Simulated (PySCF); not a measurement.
# CCuFO: field gradients at the nuclei

How much do the quadrupole couplings of CCuFO depend on the level of theory? Each job file holds the settings and the coordinates that a driver script hands to the program.

Program: PySCF 2.14.0, density-fitted response routines. Level of theory: the levels named in each step. These are calculated values, not measurements.

**1. The system as given**

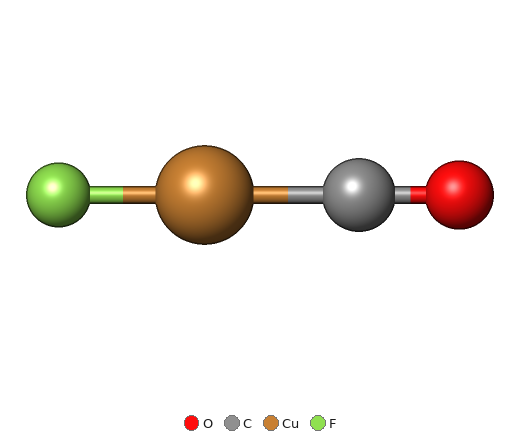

Start, viewed from a chosen angle; oxygen red, carbon grey, copper orange, fluorine green.

Structure file:

```xyz
4

O     0.0000    0.0000   -2.1373
C     0.0000    0.0000   -1.0015
Cu    0.0000    0.0000    0.7440
F     0.0000    0.0000    2.3947
```

**2. Geometry, PBE0-D3(BJ)/def2-TZVP**

job.txt

```
{"job": {"xc": "PBE0", "basis": "def2-TZVP", "d3": "d3bj", "grid": 2, "kind": "geom"}, "charge": 0, "multiplicity": 1}
O      0.000000     0.000000    -2.137260
C      0.000000     0.000000    -1.001460
Cu     0.000000     0.000000     0.743980
F      0.000000     0.000000     2.394740
```

Standard output:

```text
step   0  E = -1853.36243305  max force = 0.055004
step   1  E = -1853.36709196  max force = 0.013226
step   2  E = -1853.36749110  max force = 0.002827
step   3  E = -1853.36751274  max force = 0.000183
step   4  E = -1853.36751285  max force = 0.000045
optimisation converged
```

Wall time 17 s (4 threads of Intel Xeon at 2.60GHz (Ice Lake), shared host); peak memory 0.54 GiB.

It ended at:

```xyz
4

O     0.0000    0.0000   -2.1694
C     0.0000    0.0000   -1.0440
Cu    0.0000    0.0000    0.7327
F     0.0000    0.0000    2.4807
```

**3. Field gradients, PBE0/def2-TZVPP**

job.txt

```
{"job": {"kind": "efgt", "xc": "PBE0", "basis": "def2-TZVPP"}, "charge": 0, "multiplicity": 1}
O     -0.000000    -0.000000    -2.169376
C     -0.000000    -0.000000    -1.044042
Cu     0.000000     0.000000     0.732743
F      0.000000     0.000000     2.480675
```

Standard output:

```text
coarse grid: 23104 points
cycle   1  E = -1849.8167452416  dE =  3.443e+00  |g| = 6.144e+00  |ddm| = 2.537e+00
cycle   2  E = -1828.5610627968  dE =  2.126e+01  |g| = 1.175e+01  |ddm| = 1.816e+01
cycle   3  E = -1844.0956122485  dE = -1.553e+01  |g| = 5.227e+00  |ddm| = 1.705e+01
cycle   4  E = -1837.4583243948  dE =  6.637e+00  |g| = 6.286e+00  |ddm| = 7.708e+00
cycle   5  E = -1852.7653780866  dE = -1.531e+01  |g| = 1.937e+00  |ddm| = 7.211e+00
cycle   6  E = -1852.4428789701  dE =  3.225e-01  |g| = 2.131e+00  |ddm| = 1.764e+00
cycle   7  E = -1853.3275392855  dE = -8.847e-01  |g| = 4.083e-01  |ddm| = 1.071e+00
cycle   8  E = -1853.3563534410  dE = -2.881e-02  |g| = 2.696e-01  |ddm| = 3.964e-01
cycle   9  E = -1853.3674699177  dE = -1.112e-02  |g| = 9.291e-02  |ddm| = 1.203e-01
cycle  10  E = -1853.3682978055  dE = -8.279e-04  |g| = 5.106e-02  |ddm| = 6.472e-02
cycle  11  E = -1853.3686175978  dE = -3.198e-04  |g| = 8.286e-03  |ddm| = 2.693e-02
cycle  12  E = -1853.3686265173  dE = -8.919e-06  |g| = 3.094e-03  |ddm| = 8.342e-03
final grid: 63104 points
cycle  13  E = -1853.3686218458  dE =  1.593e-05  |g| = 1.323e-02  |ddm| = 6.607e-03
cycle  14  E = -1853.3683744875  dE =  2.474e-04  |g| = 5.354e-02  |ddm| = 2.305e-02
cycle  15  E = -1853.3686386681  dE = -2.642e-04  |g| = 1.812e-03  |ddm| = 1.770e-02
cycle  16  E = -1853.3686392281  dE = -5.600e-07  |g| = 3.047e-04  |ddm| = 7.652e-04
cycle  17  E = -1853.3686392404  dE = -1.224e-08  |g| = 6.162e-05  |ddm| = 1.548e-04
cycle  18  E = -1853.3686392409  dE = -5.380e-10  |g| = 1.790e-05  |ddm| = 3.671e-05
converged SCF energy = -1853.3686392409

Field-gradient tensors (au): xx yy zz xy xz yz
  0 O     0.27576    0.27576   -0.55152   -0.00000   -0.00000   -0.00000
  1 C     0.41611    0.41611   -0.83221   -0.00000   -0.00000   -0.00000
  2 Cu    0.44239    0.44239   -0.88478   -0.00000   -0.00000   -0.00000
  3 F    -0.42772   -0.42772    0.85545    0.00000    0.00000    0.00000
```

Wall time 4.4 s (4 threads of Intel Xeon at 2.60GHz (Ice Lake), shared host); peak memory 0.59 GiB.

**4. Field gradients, PBE/def2-TZVPP**

job.txt

```
{"job": {"kind": "efgt", "xc": "PBE", "basis": "def2-TZVPP"}, "charge": 0, "multiplicity": 1}
O     -0.000000    -0.000000    -2.169376
C     -0.000000    -0.000000    -1.044042
Cu     0.000000     0.000000     0.732743
F      0.000000     0.000000     2.480675
```

Standard output:

```text
coarse grid: 23104 points
cycle   1  E = -1841.8777191926  dE =  1.141e+01  |g| = 9.392e+00  |ddm| = 3.296e+00
cycle   2  E = -1783.8108136414  dE =  5.807e+01  |g| = 1.916e+01  |ddm| = 2.104e+01
cycle   3  E = -1848.3876682780  dE = -6.458e+01  |g| = 7.550e+00  |ddm| = 1.712e+01
cycle   4  E = -1839.2062593996  dE =  9.181e+00  |g| = 6.133e+00  |ddm| = 8.540e+00
cycle   5  E = -1845.4219324642  dE = -6.216e+00  |g| = 5.157e+00  |ddm| = 1.032e+01
cycle   6  E = -1851.5647054361  dE = -6.143e+00  |g| = 3.297e+00  |ddm| = 3.260e+00
cycle   7  E = -1851.9551005626  dE = -3.904e-01  |g| = 3.489e+00  |ddm| = 3.097e+00
cycle   8  E = -1852.9703198473  dE = -1.015e+00  |g| = 2.093e+00  |ddm| = 8.949e-01
cycle   9  E = -1853.0242220580  dE = -5.390e-02  |g| = 1.669e+00  |ddm| = 5.962e-01
cycle  10  E = -1853.3826904108  dE = -3.585e-01  |g| = 2.488e-01  |ddm| = 6.656e-01
cycle  11  E = -1853.3871629367  dE = -4.473e-03  |g| = 2.388e-01  |ddm| = 2.025e-01
cycle  12  E = -1853.3944327229  dE = -7.270e-03  |g| = 4.453e-02  |ddm| = 1.306e-01
cycle  13  E = -1853.3946868141  dE = -2.541e-04  |g| = 9.024e-03  |ddm| = 2.121e-02
cycle  14  E = -1853.3946999587  dE = -1.314e-05  |g| = 2.774e-03  |ddm| = 8.556e-03
cycle  15  E = -1853.3947008918  dE = -9.331e-07  |g| = 9.393e-04  |ddm| = 1.004e-03
final grid: 63104 points
cycle  16  E = -1853.3947065708  dE =  4.396e-06  |g| = 6.566e-03  |ddm| = 2.976e-03
cycle  17  E = -1853.3945181750  dE =  1.884e-04  |g| = 4.344e-02  |ddm| = 1.813e-02
cycle  18  E = -1853.3947110796  dE = -1.929e-04  |g| = 5.785e-04  |ddm| = 1.536e-02
cycle  19  E = -1853.3947111302  dE = -5.060e-08  |g| = 1.895e-04  |ddm| = 2.576e-04
cycle  20  E = -1853.3947111350  dE = -4.858e-09  |g| = 2.890e-05  |ddm| = 9.387e-05
cycle  21  E = -1853.3947111351  dE = -9.732e-11  |g| = 6.527e-06  |ddm| = 1.288e-05
converged SCF energy = -1853.3947111351

Field-gradient tensors (au): xx yy zz xy xz yz
  0 O     0.24925    0.24925   -0.49850    0.00000   -0.00000   -0.00000
  1 C     0.36759    0.36759   -0.73517   -0.00000   -0.00000   -0.00000
  2 Cu    0.28180    0.28180   -0.56360    0.00000   -0.00000   -0.00000
  3 F    -0.43124   -0.43124    0.86247   -0.00000    0.00000    0.00000
```

Run time: 6 s. Hardware: 4 threads of Intel Xeon at 2.60GHz (Ice Lake), shared host; peak memory 0.59 GiB.

**5. Field gradients, B3LYP/def2-TZVPP**

job.txt

```
{"job": {"kind": "efgt", "xc": "B3LYP", "basis": "def2-TZVPP"}, "charge": 0, "multiplicity": 1}
O     -0.000000    -0.000000    -2.169376
C     -0.000000    -0.000000    -1.044042
Cu     0.000000     0.000000     0.732743
F      0.000000     0.000000     2.480675
```

Standard output:

```text
coarse grid: 23104 points
cycle   1  E = -1848.7443583254  dE =  5.037e+00  |g| = 7.208e+00  |ddm| = 2.678e+00
cycle   2  E = -1822.4830249344  dE =  2.626e+01  |g| = 1.316e+01  |ddm| = 1.980e+01
cycle   3  E = -1844.0650269319  dE = -2.158e+01  |g| = 5.535e+00  |ddm| = 1.847e+01
cycle   4  E = -1830.0674676657  dE =  1.400e+01  |g| = 6.653e+00  |ddm| = 1.432e+01
cycle   5  E = -1853.3807514832  dE = -2.331e+01  |g| = 1.733e+00  |ddm| = 1.404e+01
cycle   6  E = -1852.5715111747  dE =  8.092e-01  |g| = 2.564e+00  |ddm| = 2.037e+00
cycle   7  E = -1853.8501115169  dE = -1.279e+00  |g| = 4.594e-01  |ddm| = 1.412e+00
cycle   8  E = -1853.8807710039  dE = -3.066e-02  |g| = 2.432e-01  |ddm| = 3.596e-01
cycle   9  E = -1853.8897840819  dE = -9.013e-03  |g| = 6.037e-02  |ddm| = 1.058e-01
cycle  10  E = -1853.8902429304  dE = -4.588e-04  |g| = 3.118e-02  |ddm| = 3.656e-02
cycle  11  E = -1853.8903809450  dE = -1.380e-04  |g| = 7.353e-03  |ddm| = 1.743e-02
cycle  12  E = -1853.8903889523  dE = -8.007e-06  |g| = 2.620e-03  |ddm| = 3.277e-03
final grid: 63104 points
cycle  13  E = -1853.8903832647  dE =  9.105e-06  |g| = 8.406e-03  |ddm| = 5.191e-03
cycle  14  E = -1853.8902752717  dE =  1.080e-04  |g| = 3.174e-02  |ddm| = 1.570e-02
cycle  15  E = -1853.8903900143  dE = -1.147e-04  |g| = 5.561e-03  |ddm| = 1.199e-02
cycle  16  E = -1853.8903938700  dE = -3.856e-06  |g| = 4.254e-04  |ddm| = 1.927e-03
cycle  17  E = -1853.8903938953  dE = -2.533e-08  |g| = 1.026e-04  |ddm| = 2.134e-04
cycle  18  E = -1853.8903938967  dE = -1.427e-09  |g| = 2.079e-05  |ddm| = 5.302e-05
cycle  19  E = -1853.8903938968  dE = -7.140e-11  |g| = 4.144e-06  |ddm| = 1.369e-05
converged SCF energy = -1853.8903938968

Field-gradient tensors (au): xx yy zz xy xz yz
  0 O     0.28414    0.28414   -0.56828    0.00000   -0.00000   -0.00000
  1 C     0.42639    0.42639   -0.85279    0.00000   -0.00000   -0.00000
  2 Cu    0.39247    0.39247   -0.78494   -0.00000   -0.00000   -0.00000
  3 F    -0.42655   -0.42655    0.85311   -0.00000   -0.00000    0.00000
```

It took 4.7 s on 4 threads of Intel Xeon at 2.60GHz (Ice Lake), shared host; peak memory 0.59 GiB.

**6. Field gradients, CAM-B3LYP/def2-TZVPP**

job.txt

```
{"job": {"kind": "efgt", "xc": "CAM-B3LYP", "basis": "def2-TZVPP"}, "charge": 0, "multiplicity": 1}
O     -0.000000    -0.000000    -2.169376
C     -0.000000    -0.000000    -1.044042
Cu     0.000000     0.000000     0.732743
F      0.000000     0.000000     2.480675
```

Standard output:

```text
coarse grid: 23104 points
cycle   1  E = -1852.1733151047  dE =  1.532e+00  |g| = 4.388e+00  |ddm| = 2.309e+00
cycle   2  E = -1847.5086115295  dE =  4.665e+00  |g| = 8.180e+00  |ddm| = 8.026e+00
cycle   3  E = -1853.6531185913  dE = -6.145e+00  |g| = 1.473e+00  |ddm| = 6.546e+00
cycle   4  E = -1853.6852482909  dE = -3.213e-02  |g| = 1.129e+00  |ddm| = 9.695e-01
cycle   5  E = -1853.8799179141  dE = -1.947e-01  |g| = 6.860e-02  |ddm| = 5.024e-01
cycle   6  E = -1853.8801973833  dE = -2.795e-04  |g| = 4.776e-02  |ddm| = 4.755e-02
cycle   7  E = -1853.8805385856  dE = -3.412e-04  |g| = 7.948e-03  |ddm| = 2.021e-02
cycle   8  E = -1853.8805469067  dE = -8.321e-06  |g| = 3.136e-03  |ddm| = 7.918e-03
final grid: 63104 points
cycle   9  E = -1853.8805531210  dE =  5.984e-06  |g| = 9.312e-03  |ddm| = 4.039e-03
cycle  10  E = -1853.8804921875  dE =  6.093e-05  |g| = 2.906e-02  |ddm| = 1.130e-02
cycle  11  E = -1853.8805601596  dE = -6.797e-05  |g| = 3.299e-04  |ddm| = 8.569e-03
cycle  12  E = -1853.8805601740  dE = -1.437e-08  |g| = 1.112e-04  |ddm| = 1.838e-04
cycle  13  E = -1853.8805601762  dE = -2.177e-09  |g| = 3.858e-05  |ddm| = 7.366e-05
cycle  14  E = -1853.8805601766  dE = -4.015e-10  |g| = 1.741e-05  |ddm| = 6.298e-05
converged SCF energy = -1853.8805601766

Field-gradient tensors (au): xx yy zz xy xz yz
  0 O     0.29156    0.29156   -0.58311   -0.00000   -0.00000   -0.00000
  1 C     0.44364    0.44364   -0.88729   -0.00000   -0.00000   -0.00000
  2 Cu    0.44650    0.44650   -0.89301    0.00000    0.00000   -0.00000
  3 F    -0.42093   -0.42093    0.84185    0.00000   -0.00000    0.00000
```

Run time: 4.3 s. Hardware: 4 threads of Intel Xeon at 2.60GHz (Ice Lake), shared host; peak memory 0.61 GiB.

**7. Field gradients, HF/def2-TZVPP**

job.txt

```
{"job": {"kind": "efgt", "xc": "HF", "basis": "def2-TZVPP"}, "charge": 0, "multiplicity": 1}
O     -0.000000    -0.000000    -2.169376
C     -0.000000    -0.000000    -1.044042
Cu     0.000000     0.000000     0.732743
F      0.000000     0.000000     2.480675
```

Standard output:

```text
final grid: 63104 points
cycle   1  E = -1850.9483644801  dE =  8.093e-02  |g| = 1.493e+00  |ddm| = 2.003e+00
cycle   2  E = -1850.9063015780  dE =  4.206e-02  |g| = 1.901e+00  |ddm| = 1.360e+00
cycle   3  E = -1851.2150406494  dE = -3.087e-01  |g| = 1.847e-01  |ddm| = 5.808e-01
cycle   4  E = -1851.2190627850  dE = -4.022e-03  |g| = 6.281e-02  |ddm| = 1.115e-01
cycle   5  E = -1851.2199494874  dE = -8.867e-04  |g| = 2.363e-02  |ddm| = 8.558e-02
cycle   6  E = -1851.2200974479  dE = -1.480e-04  |g| = 1.080e-02  |ddm| = 4.742e-02
cycle   7  E = -1851.2201363564  dE = -3.891e-05  |g| = 4.527e-03  |ddm| = 2.772e-02
cycle   8  E = -1851.2201466444  dE = -1.029e-05  |g| = 1.609e-03  |ddm| = 1.388e-02
cycle   9  E = -1851.2201490263  dE = -2.382e-06  |g| = 6.603e-04  |ddm| = 5.444e-03
cycle  10  E = -1851.2201494633  dE = -4.369e-07  |g| = 2.468e-04  |ddm| = 1.788e-03
cycle  11  E = -1851.2201495008  dE = -3.754e-08  |g| = 5.704e-05  |ddm| = 6.079e-04
cycle  12  E = -1851.2201495020  dE = -1.164e-09  |g| = 1.364e-05  |ddm| = 8.482e-05
cycle  13  E = -1851.2201495021  dE = -9.277e-11  |g| = 8.538e-06  |ddm| = 3.980e-05
converged SCF energy = -1851.2201495021

Field-gradient tensors (au): xx yy zz xy xz yz
  0 O     0.33283    0.33283   -0.66565   -0.00000   -0.00000    0.00000
  1 C     0.53272    0.53272   -1.06544    0.00000    0.00000   -0.00000
  2 Cu    0.84992    0.84992   -1.69985    0.00000    0.00000    0.00000
  3 F    -0.33523   -0.33523    0.67045    0.00000    0.00000   -0.00000
```

Run time: 1.2 s. Hardware: 4 threads of Intel Xeon at 2.60GHz (Ice Lake), shared host; peak memory 0.61 GiB.

**8. The levels side by side**

Largest principal value Vzz, in atomic units:

| atom | PBE0/def2-TZVPP | PBE/def2-TZVPP | B3LYP/def2-TZVPP | CAM-B3LYP/def2-TZVPP | HF/def2-TZVPP |
| --- | --- | --- | --- | --- | --- |
| O1 | -0.5515 | -0.4985 | -0.5683 | -0.5831 | -0.6657 |
| C2 | -0.8322 | -0.7352 | -0.8528 | -0.8873 | -1.0654 |
| Cu3 | -0.8848 | -0.5636 | -0.7849 | -0.8930 | -1.6998 |
| F4 | 0.8554 | 0.8625 | 0.8531 | 0.8418 | 0.6704 |
| CPU time | 20 s | 28 s | 21 s | 18 s | 6.2 s |

Couplings eQVzz/h in MHz (234.9647 × Q in barn × Vzz), with Q = -0.02558 (17O), -0.22 (63Cu):

| nucleus | PBE0/def2-TZVPP | PBE/def2-TZVPP | B3LYP/def2-TZVPP | CAM-B3LYP/def2-TZVPP | HF/def2-TZVPP |
| --- | --- | --- | --- | --- | --- |
| 17O (atom 1) | 3.315 | 2.996 | 3.416 | 3.505 | 4.001 |
| 63Cu (atom 3) | 45.736 | 29.134 | 40.575 | 46.161 | 87.869 |

**9. Summary of results**

| quantity | value |
| --- | --- |
| coupling of 17O (atom 1), PBE0/def2-TZVPP | 3.315 MHz |
| coupling of 63Cu (atom 3), PBE0/def2-TZVPP | 45.736 MHz |

In words: The largest coupling, that of 63Cu, runs from 29.134 (PBE/def2-TZVPP) to 87.869 MHz (HF/def2-TZVPP). The gradients are non-relativistic, at the equilibrium geometry and in principal axes; measured couplings hold vibrational averaging and refer to the inertial axes. The def2 sets are stiff near the nuclei, which limits their accuracy.
